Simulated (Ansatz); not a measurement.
## Geometry relaxation of CoPH3Cl5 (charge −2) (part 1 of 2)

The run: geometry relaxation of CoPH3Cl5, charge −2, multiplicity 3. Method and program: UKS PBE0-D4/def2-SVPD (Ansatz 0.2.0).

The geometry: PBE0-D4/def2-SVPD start. Figures and captions count atoms from 1; the log counts them from 0 in places.

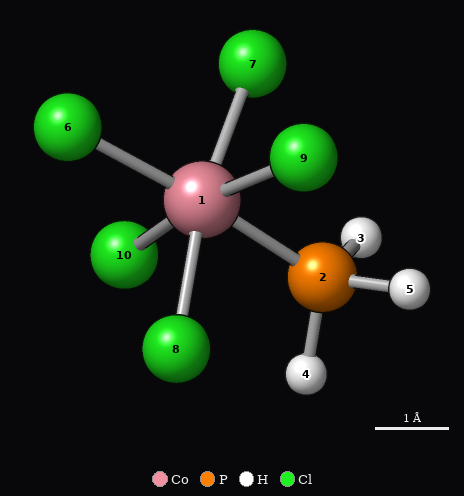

**Figure 1.** The structure as given in the input (ball-and-stick view, seen at a tilt; atoms are numbered from 1 in the order of the input). Sticks mark near contacts. Bond lengths as drawn: Cl–Co 2.29 to 2.33 Å, Co–P 2.19 Å and H–P 1.41 to 1.42 Å.

## Summary

- outcome: converged
- total energy: −109528.6437 eV
- mean-field energy: −109528.1100 eV
- dispersion energy: −0.5337 eV
- ⟨S²⟩: 2.332
- HOMO (either spin): 0.33 eV
- LUMO (either spin): 2.74 eV
- largest force (length of the vector) at the end: 0.015 eV/Å
- hardware: 4 threads of Arm Neoverse N1, 40 GiB of memory available, shared host
- wall time: 6 min (CPU time 23 min)
- peak memory: 1.5 GiB

## Remarks

A multiply charged ion in the gas phase: its levels are not those in solution or in a crystal. ⟨S²⟩ is 2.33 against 2.00 for a pure state: the solution is spin-contaminated. The highest filled orbital lies above zero: either the extra electron isn't bound at this level, or the self-interaction error of the functional lifts the level.

## Input file
```yaml
crystal:
  periodic: [false, false, false]
  atoms:
    - {symbol: Co, position_ang: [0.020153, 0.043620, -0.926637]}
    - {symbol: P, position_ang: [-0.017440, -0.036162, 1.259608]}
    - {symbol: H, position_ang: [1.143866, -0.511864, 1.922421]}
    - {symbol: H, position_ang: [-1.008152, -0.839032, 1.872687]}
    - {symbol: H, position_ang: [-0.214155, 1.181174, 1.969543]}
    - {symbol: Cl, position_ang: [-0.023499, -0.041067, -3.216405]}
    - {symbol: Cl, position_ang: [2.320901, 0.056047, -0.775175]}
    - {symbol: Cl, position_ang: [-2.286697, 0.073996, -0.674700]}
    - {symbol: Cl, position_ang: [0.034263, 2.339583, -0.814670]}
    - {symbol: Cl, position_ang: [0.030770, -2.266293, -0.616671]}
basis:
  gaussian: {orbitals: def2-SVPD}
total_charge: -2
magnetization: {spin_polarized: true, initial_magnetization: 2}
hamiltonian: {xc: pbe0, dispersion: d4}
scf: {lower_state_search: "off"}
output: {orbitals: {seedname: orbitals}}
relax: {f_tol: 0.02, max_steps: 100}
```

Launched with:
```bash
ansatz run in.yaml --threads 4 --pin off --events-out ev --progress --plain --max-ram 8704MiB
```

## What the program printed
```
Functional definition: PBE0
  name "PBE0"
  cite "Adamo & Barone, J. Chem. Phys. 110, 6158 (1999) doi:10.1063/1.478522"
  cite "Perdew, Burke & Ernzerhof, Phys. Rev. Lett. 77, 3865 (1996) doi:10.1103/PhysRevLett.77.3865"
  parent pbe
  parameter a = 0.25
  parameter kappa = 0.804
  parameter beta = 0.06672455060314922
  exchange = (1 - a)*pbe_x(kappa = kappa, mu = beta*pi^2/3) + a*exact_x
  correlation = pbe_c(beta = beta)
these checks for a lower state are left out or cut short: stability, starts, cluster_reference, orbital_swaps, neighbouring_geometries, increment
2169 factors; integrals over basis functions are off by at most 3.8e-4 eV
mean field evaluation 1: about -109459.7104 eV, gradient 1.4e2 eV
mean field evaluation 2: about -109077.8765 eV, gradient 3.1e2 eV
mean field evaluation 4: about -109491.8642 eV, gradient 8.8e1 eV
mean field evaluation 8: about -109527.4622 eV, gradient 6.9e0 eV
mean field evaluation 16: about -109527.7700 eV, gradient 8.5e-2 eV
mean field evaluation 32: about -109527.7734 eV, gradient 8.6e-5 eV
mean field -109527.77336557 eV, -4025.0714305936 hartree, gradient 1.9e-6 eV, S^2 2.106647; 0 other end points of the search recorded, 0 dependent functions left out
the calculation of the forces begins
reference -109527.77340239 eV, -4025.0714319466 hartree; 67, 65 occupied and 150, 152 virtual orbitals, 2169 factors
relax step   1: F+E_penalty+E_count = -109528.33101379 eV  Δ(F+E_penalty+E_count) = +0.000e0 eV  max|allowed force component| = 9.932e-1 eV/Å  Δτ_max = 0.0000 Å  (66 SCF iters, accepted)
these checks for a lower state are left out or cut short: stability, starts, cluster_reference, orbital_swaps, neighbouring_geometries, increment
2169 factors; integrals over basis functions are off by at most 3.8e-4 eV
mean field -109528.00191121 eV, -4025.0798294910 hartree, gradient 2.0e-6 eV, S^2 2.148530; 0 other end points of the search recorded, 0 dependent functions left out
the calculation of the forces begins
reference -109528.00194845 eV, -4025.0798308594 hartree; 67, 65 occupied and 150, 152 virtual orbitals, 2169 factors
relax step   2: F+E_penalty+E_count = -109528.54858250 eV  Δ(F+E_penalty+E_count) = -2.176e-1 eV  max|allowed force component| = 5.506e-1 eV/Å  Δτ_max = 0.1010 Å  (65 SCF iters, accepted)
these checks for a lower state are left out or cut short: stability, starts, cluster_reference, orbital_swaps, neighbouring_geometries, increment
2169 factors; integrals over basis functions are off by at most 4.0e-4 eV
mean field -109528.08211321 eV, -4025.0827768601 hartree, gradient 1.6e-6 eV, S^2 2.241822; 0 other end points of the search recorded, 0 dependent functions left out
the calculation of the forces begins
reference -109528.08215097 eV, -4025.0827782477 hartree; 67, 65 occupied and 150, 152 virtual orbitals, 2169 factors
relax step   3: F+E_penalty+E_count = -109528.62105603 eV  Δ(F+E_penalty+E_count) = -7.247e-2 eV  max|allowed force component| = 3.365e-1 eV/Å  Δτ_max = 0.1942 Å  (66 SCF iters, accepted)
these checks for a lower state are left out or cut short: stability, starts, cluster_reference, orbital_swaps, neighbouring_geometries, increment
2169 factors; integrals over basis functions are off by at most 3.9e-4 eV
mean field evaluation 64: about -109528.0655 eV, gradient 8.7e-3 eV
mean field -109528.06548229 eV, -4025.0821656848 hartree, gradient 2.6e-6 eV, S^2 2.305842; 0 other end points of the search recorded, 0 dependent functions left out
the calculation of the forces begins
reference -109528.06552018 eV, -4025.0821670775 hartree; 67, 65 occupied and 150, 152 virtual orbitals, 2169 factors
relax step   4: F+E_penalty+E_count = -109528.59864116 eV  Δ(F+E_penalty+E_count) = +2.241e-2 eV  max|allowed force component| = 6.051e-1 eV/Å  Δτ_max = 0.2000 Å  (57 SCF iters, rejected (line search))
these checks for a lower state are left out or cut short: stability, starts, cluster_reference, orbital_swaps, neighbouring_geometries, increment
2169 factors; integrals over basis functions are off by at most 4.0e-4 eV
mean field -109528.10308991 eV, -4025.0835477395 hartree, gradient 2.2e-6 eV, S^2 2.283205; 0 other end points of the search recorded, 0 dependent functions left out
the calculation of the forces begins
reference -109528.10312776 eV, -4025.0835491305 hartree; 67, 65 occupied and 150, 152 virtual orbitals, 2169 factors
relax step   5: F+E_penalty+E_count = -109528.63851602 eV  Δ(F+E_penalty+E_count) = -1.746e-2 eV  max|allowed force component| = 6.235e-2 eV/Å  Δτ_max = 0.0970 Å  (56 SCF iters, accepted)
these checks for a lower state are left out or cut short: stability, starts, cluster_reference, orbital_swaps, neighbouring_geometries, increment
2169 factors; integrals over basis functions are off by at most 3.9e-4 eV
mean field -109528.10764215 eV, -4025.0837150310 hartree, gradient 2.8e-6 eV, S^2 2.307797; 0 other end points of the search recorded, 0 dependent functions left out
the calculation of the forces begins
reference -109528.10767996 eV, -4025.0837164207 hartree; 67, 65 occupied and 150, 152 virtual orbitals, 2169 factors
relax step   6: F+E_penalty+E_count = -109528.64222186 eV  Δ(F+E_penalty+E_count) = -3.706e-3 eV  max|allowed force component| = 3.607e-2 eV/Å  Δτ_max = 0.0625 Å  (60 SCF iters, accepted)
these checks for a lower state are left out or cut short: stability, starts, cluster_reference, orbital_swaps, neighbouring_geometries, increment
2169 factors; integrals over basis functions are off by at most 3.9e-4 eV
mean field evaluation 96: about -109528.1087 eV, gradient 8.3e-4 eV
mean field -109528.10873937 eV, -4025.0837553535 hartree, gradient 3.7e-6 eV, S^2 2.319889; 0 other end points of the search recorded, 0 dependent functions left out
the calculation of the forces begins
reference -109528.10877719 eV, -4025.0837567432 hartree; 67, 65 occupied and 150, 152 virtual orbitals, 2169 factors
relax step   7: F+E_penalty+E_count = -109528.64302362 eV  Δ(F+E_penalty+E_count) = -8.018e-4 eV  max|allowed force component| = 2.980e-2 eV/Å  Δτ_max = 0.0358 Å  (52 SCF iters, accepted)
these checks for a lower state are left out or cut short: stability, starts, cluster_reference, orbital_swaps, neighbouring_geometries, increment
2169 factors; integrals over basis functions are off by at most 3.9e-4 eV
mean field -109528.10955755 eV, -4025.0837854210 hartree, gradient 1.9e-6 eV, S^2 2.327172; 0 other end points of the search recorded, 0 dependent functions left out
the calculation of the forces begins
reference -109528.10959537 eV, -4025.0837868108 hartree; 67, 65 occupied and 150, 152 virtual orbitals, 2169 factors
relax step   8: F+E_penalty+E_count = -109528.64343494 eV  Δ(F+E_penalty+E_count) = -4.113e-4 eV  max|allowed force component| = 2.150e-2 eV/Å  Δτ_max = 0.0246 Å  (53 SCF iters, accepted)
these checks for a lower state are left out or cut short: stability, starts, cluster_reference, orbital_swaps, neighbouring_geometries, increment
2169 factors; integrals over basis functions are off by at most 3.9e-4 eV
mean field -109528.10987434 eV, -4025.0837970626 hartree, gradient 2.7e-6 eV, S^2 2.331967; 0 other end points of the search recorded, 0 dependent functions left out
the calculation of the forces begins
reference -109528.10991216 eV, -4025.0837984526 hartree; 67, 65 occupied and 150, 152 virtual orbitals, 2169 factors
relax step   9: F+E_penalty+E_count = -109528.64360671 eV  Δ(F+E_penalty+E_count) = -1.718e-4 eV  max|allowed force component| = 2.775e-2 eV/Å  Δτ_max = 0.0199 Å  (53 SCF iters, accepted)
these checks for a lower state are left out or cut short: stability, starts, cluster_reference, orbital_swaps, neighbouring_geometries, increment
2169 factors; integrals over basis functions are off by at most 3.9e-4 eV
mean field -109528.10996600 eV, -4025.0838004311 hartree, gradient 2.3e-6 eV, S^2 2.332378; 0 other end points of the search recorded, 0 dependent functions left out
the calculation of the forces begins
reference -109528.11000382 eV, -4025.0838018211 hartree; 67, 65 occupied and 150, 152 virtual orbitals, 2169 factors
relax step  10: F+E_penalty+E_count = -109528.64367131 eV  Δ(F+E_penalty+E_count) = -6.461e-5 eV  max|allowed force component| = 1.440e-2 eV/Å  Δτ_max = 0.0102 Å  (56 SCF iters, accepted)
```

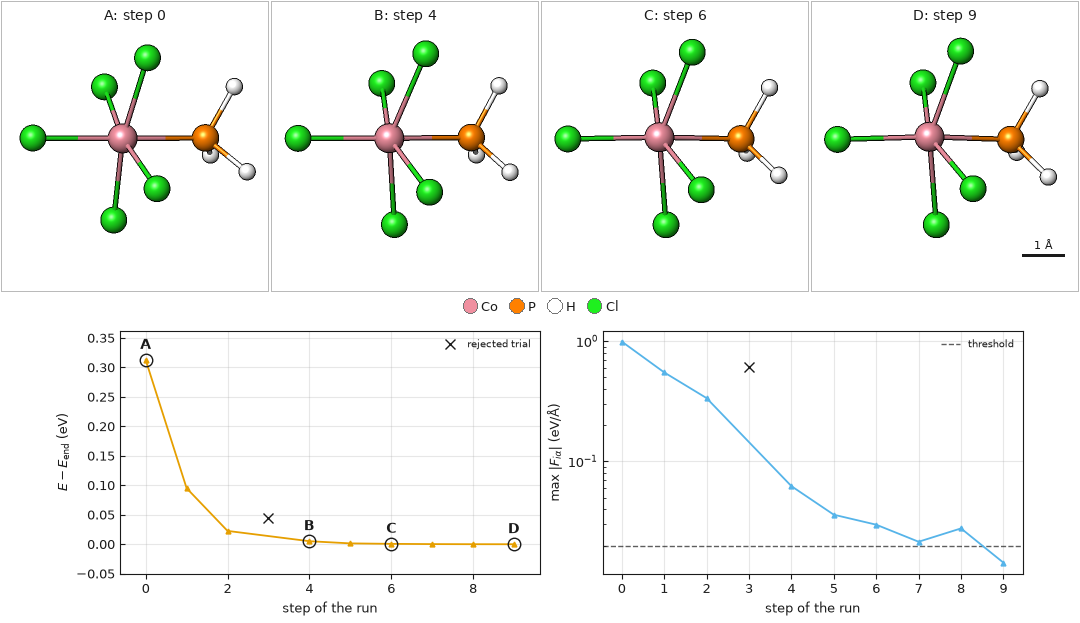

**Figure 2.** Frames of the relaxation (ball-and-stick view, seen at a tilt) above the curves, on which the letters mark them (the first geometry is step 0 here and step 1 in the log).

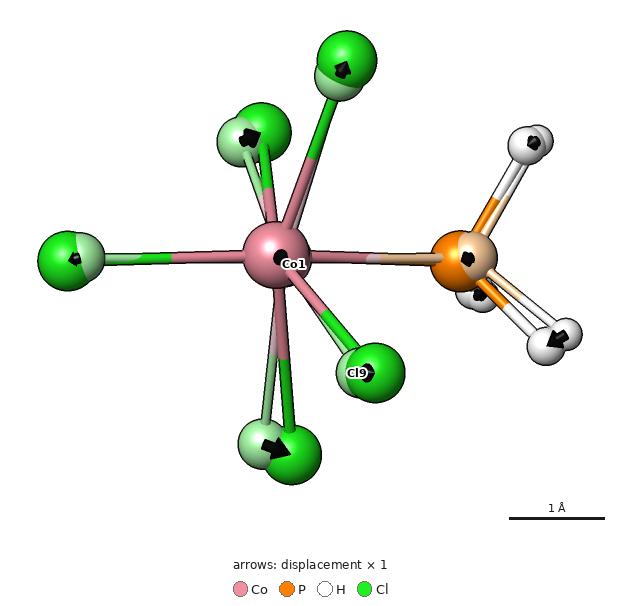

**Figure 3.** Start (faint) and end (solid) with the displacements as black arrows, at true length (ball-and-stick view, seen at a tilt). The two geometries are laid on each other by the best rigid fit. The largest move after the best rigid fit is that of Cl8, 0.33 Å. Largest moves by element: Cl 0.33 Å, H 0.25 Å, Co 0.16 Å, P 0.15 Å. Among the contacts that change: Co1–Cl8 2.321 → 2.544 Å, Co1–Cl10 2.331 → 2.544 Å, Co1–Cl9 2.299 → 2.423 Å, Co1–Cl7 2.306 → 2.423 Å. Among the angles that change: P2–Co1–Cl8 82.8° → 69.4°, Cl7–Co1–Cl8 169.9° → 157.1°, P2–Co1–Cl10 80.3° → 69.3°. After 9 geometry steps the energy has fallen by 0.313 eV. Largest force component: 0.99 eV/Å at the start, 0.014 eV/Å at the end. The line search rejected the trial step at point 3 (counted from 0) and went back. (Atoms are counted from 1 in the order of the input.)
